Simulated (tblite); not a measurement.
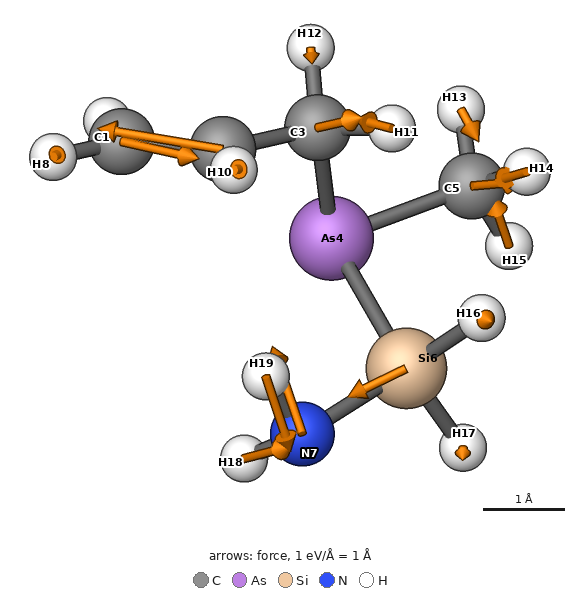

Starting geometry of C4H12AsNSi with the computed forces as orange arrows. The picture is a ball-and-stick view, seen from a free direction.

Method: tblite 0.8.0, GFN2-xTB geometry optimisation, gas phase. 

Question: Is this structure relaxed? If not, where do the atoms go?

Answer: It isn't relaxed: the largest force vector, on a C atom, is 1.62 eV/Å. The final displacements follow the starting forces only in part (cosine between the two patterns 0.36). The atom that moves furthest after the best rigid fit is an H atom (1.67 Å). By element the largest moves are H 1.67 Å, C 0.47 Å, N 0.19 Å, As 0.09 Å, Si 0.09 Å. Among the contacts that change: N–Si 1.786 → 1.727 Å, H–N 1.042 → 1.007 Å, C–H 1.115 → 1.090 Å, C–C 1.346 → 1.322 Å. Among the angles between lasting bonds that change: Si–N–H 107.3° → 118.8°, Si–N–H 107.6° → 118.4°, As–Si–H 109.9° → 115.9°. Groups turn about N–Si by about 115°, C–C by about 40°. After 225 geometry steps the energy has fallen by 8.30 kcal/mol. The run took 3.1 s on 1 thread of Arm Neoverse N1 (shared host).
